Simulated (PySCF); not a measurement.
# C4BrF7O (2‐bromotetrafluoroethyl trifluorovinyl ether): the cost of one run

Computed with PySCF 2.14.0 and routines of our own; the level stands in each step. Atoms count from 0.

### 1 The starting structure

13 atoms, charge 0, multiplicity 1; geometry from: GFN2-xTB.

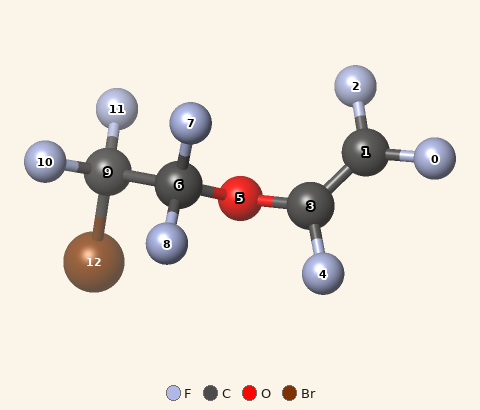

The starting geometry (fluorine light blue, carbon dark grey, oxygen red, bromine brown).

### 2 Relaxing the molecule at PBE0-D3(BJ)/def2-SVP

The job: settings as JSON, then the geometry in Å.

```
{"job": {"xc": "PBE0", "basis": "def2-SVP", "d3": "d3bj", "grid": 1, "maxiter": 30, "shake": 0.01, "kind": "geom"}, "charge": 0, "multiplicity": 1}
F     -1.446920     2.448650     2.426970
C     -1.103270     1.346970     1.847070
F     -0.994860     0.366290     2.706810
C     -0.873690     1.201250     0.536470
F     -1.028640     2.207110    -0.323570
O     -0.603620    -0.006240    -0.031200
C      0.684610    -0.206280    -0.469870
F      1.588880     0.026610     0.506250
F      1.006480     0.640930    -1.446030
C      0.779710    -1.666910    -0.957110
F      1.987220    -1.910450    -1.446630
F      0.580420    -2.504240     0.051730
Br    -0.570490    -1.960590    -2.347270
```

On the command line:

```
$ OMP_NUM_THREADS=2 python heavy_run.py task.json out
```

This one command runs all jobs of the session in turn.

Q: Estimate the wall time and peak memory of this first job on 2 threads of Arm Neoverse V1, shared host.

About 6.1 min, with a peak of 1.1 GiB.
